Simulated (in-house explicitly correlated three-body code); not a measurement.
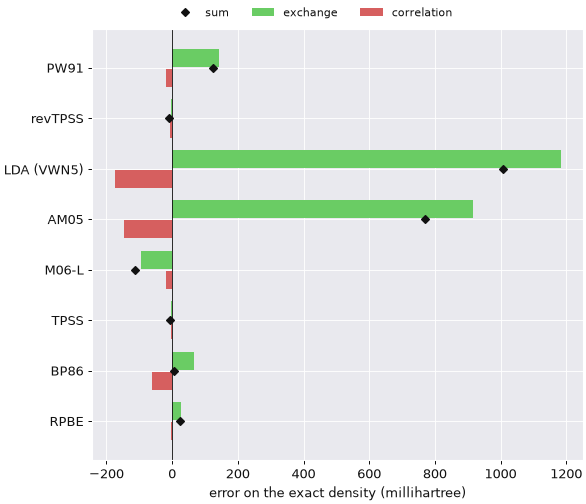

Two electrons around a point charge Z = 13.695. Computed variationally in 260 exponentially correlated functions with an in-house code, non-relativistic, converged to about 10⁻⁸ of the energy. The exact exchange and correlation energies are −8337 and −45.94 millihartree. The plot shows the errors of AM05, BP86, LDA (VWN5), M06-L, PW91, RPBE, TPSS and revTPSS, evaluated on the exact density.

Rank the functionals.

Answer. By the size of the summed error (millihartree): BP86 +4.6, TPSS −6.7, revTPSS −8.1, RPBE +24, M06-L −113, PW91 +123, AM05 +769, LDA (VWN5) +1010. Errors of exchange and correlation cancel by a quarter or more for BP86 (+66 and −61).
